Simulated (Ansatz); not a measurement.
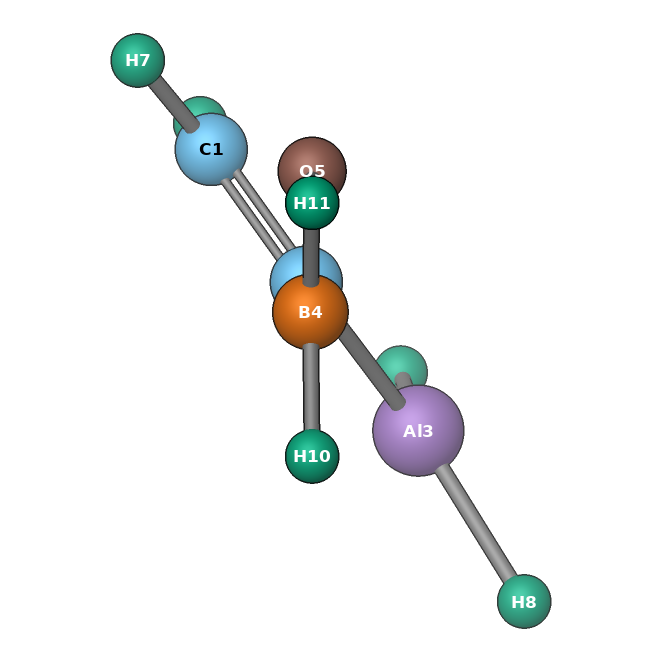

C2 lies behind B4. The molecule seen nearly along the B4–C2 bond, B4 in front. Depth is shown by fading: the farther an atom, the more it takes the colour of the background. The geometry was computed by an optimisation with PBE0-D4/def2-TZVP. No frequency run is at hand to confirm it as a minimum.

Q: What is the torsion angle O5–B4–C2–Al3? The sign is positive where the front bond must turn clockwise to cover the back bond.

A: 146°, anticlinal.
